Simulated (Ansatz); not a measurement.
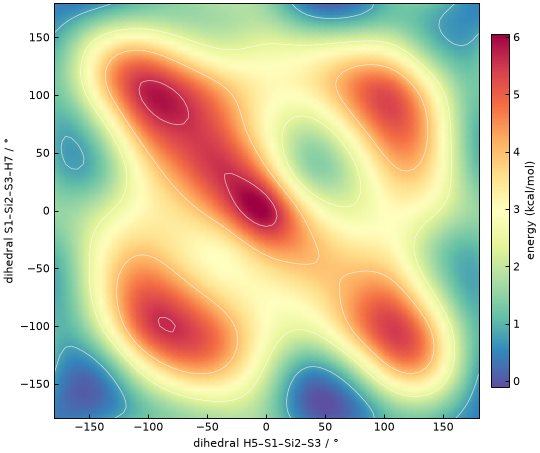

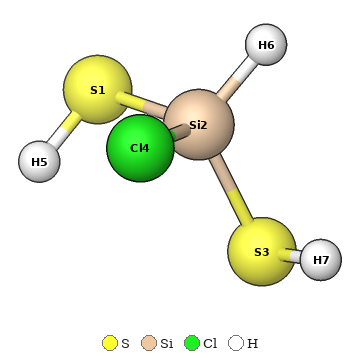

Energy landscape of ClH3S2Si, SMILES S[SiH](S)Cl. Coordinates scanned: (1) dihedral H5–S1–Si2–S3; (2) dihedral S1–Si2–S3–H7. Nothing is relaxed (all other coordinates rigid). The grid has 10 × 10 points. Points are written as (first, second). Energies: kcal/mol, counted from the relaxed molecule at the same level. Method: Ansatz 0.2.0, RKS PBE-D4/def2-TZVP.

The picture shows a smooth colour map with a few white contour lines. Between grid points the surface is interpolated. The second picture is the structure at the lowest point.

What does the map say about the system?

Answer. The lowest grid point is at (72°, −180°), 0.29 kcal/mol from the relaxed molecule at the same level. The bottom of the well lies between grid points, at about (50°, −165°), about 0.4 kcal/mol lower on the interpolated surface. Higher local minima lie near (−144°, −144°) (0.022 kcal/mol above the lowest at that grid point); (−180°, −72°) (0.58 kcal/mol above the lowest at that grid point); (−180°, 72°) (0.71 kcal/mol above the lowest at that grid point). The highest grid point, (0°, 0°), lies 5.77 kcal/mol above the lowest. On the interpolated surface the easiest way out of the lowest well to the well at about (−155°, −155°) passes a barrier of about 1.3 kcal/mol, counted from the interpolated bottom of the well. Round the minimum the valley is somewhat tilted: raising dihedral H5–S1–Si2–S3 shifts the best value of dihedral S1–Si2–S3–H7 downwards (coupling k₁₂/√(k₁₁k₂₂) about 0.2).

The whole map (100 points run) took 16 min on 1 thread of Arm Neoverse N1, with other jobs on the host.
